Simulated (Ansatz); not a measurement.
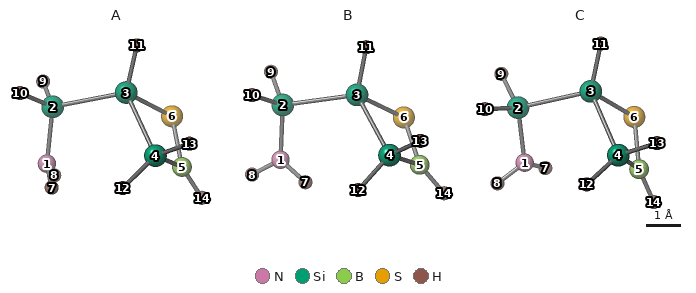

3 geometries from a converged minimum-energy path of BSi$_{3}$NH$_{8}$S, shuffled. Style: ball-and-stick. Shown at a tilt.

Method: RKS B3LYP-D4/def2-SVP (Ansatz). Run with 5 movable images; climbing image; force threshold 0.03 eV/Å; iteration limit 39; starting path by image-dependent pair potential.

**Which frame is the transition state?**

B. In order along the path, whose images run from 0 to 6: C (image 0, 0.0 kJ/mol), B (image 3, +9.2 kJ/mol), A (image 5, +5.1 kJ/mol). The motion is a rotation about the N1–Si2 bond by about 145°. No bond forms or breaks between the ends. Bond angles that change up to the highest image, for instance: Si2–Si3–Si4 108.3° → 116.6°, N1–Si2–H10 107.0° → 114.6°.

The run took 8.9 min on 2 threads of Arm Neoverse V1 (shared host), peak memory 0.4 GiB.
